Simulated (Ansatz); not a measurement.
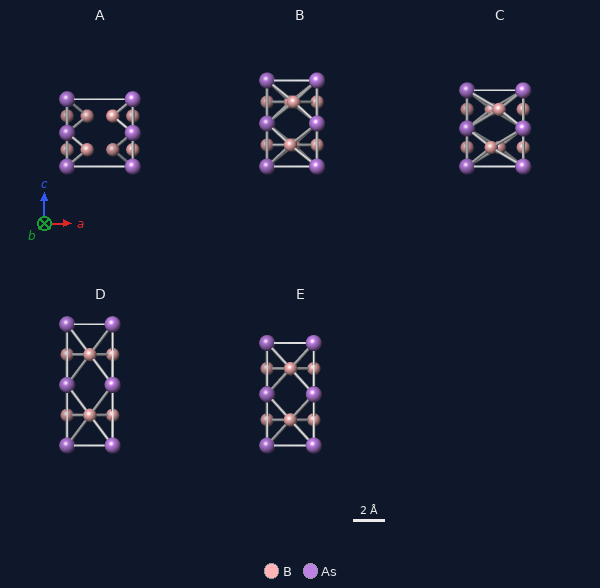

5 geometries from one relaxation of a crystal of B$_{3}$As (a generated structure, set up in P6_3/mcm) (coarse preliminary run), in shuffled order. The picture is a ball-and-stick view of the cell of the calculation, seen along the b axis.

All numbers below come from DFT PBE, scalar-relativistic, plane waves, PAW in Ansatz 0.2.0. Set-up: plane-wave cutoff 420 eV; k-point mesh 6 × 6 × 4; occupations gaussian; smearing width 0.1 eV; no spin polarisation; cell and atoms relaxed; force threshold 0.04 eV/Å; at most 70 steps.

Q: Put them in the order of the run, from the start to the converged end.

A: A, C, B, E, D. They are steps 0, 4, 7, 12, 23, at +3051 meV per atom, +1162 meV per atom, +692 meV per atom, +357 meV per atom relative to the last. The energy falls by 3051 meV per atom in 20 accepted moves (23 points after the start). Largest force component: 7.9 eV/Å at the start, 0.00034 eV/Å at the end. The pressure goes from 59.76 to 0.04 GPa. At 3 points the geometry stayed and the basis and grid were re-selected for the new cell (energy shift of 195 meV per atom at most each time). The largest moves relative to the cell, 0.67 Å, are those of B atoms. As stays in place. Cell: a = b 4.955 → 3.434 Å (−30.7 %), c 4.403 → 7.935 Å (+80.2 %). Volume −13.4 %. Some distances before and after: As–As 2.201 → 3.967 Å, B–B 2.991 → 1.717 Å, As–B 3.617 → 2.624 Å, As–B 1.868 → 2.623 Å. Bonds break, among them: As–As (2.20 → 3.97 Å). The space group (tolerance 0.01 Å) goes from P6_3/mcm (No. 193) to P6/mmm (No. 191). Cost: 3.8 min on 1 thread of Intel(R) Xeon(R) Processor @ 2.50GHz (Skylake/Cascade Lake), with other jobs on the host, peak memory 0.41 GiB.
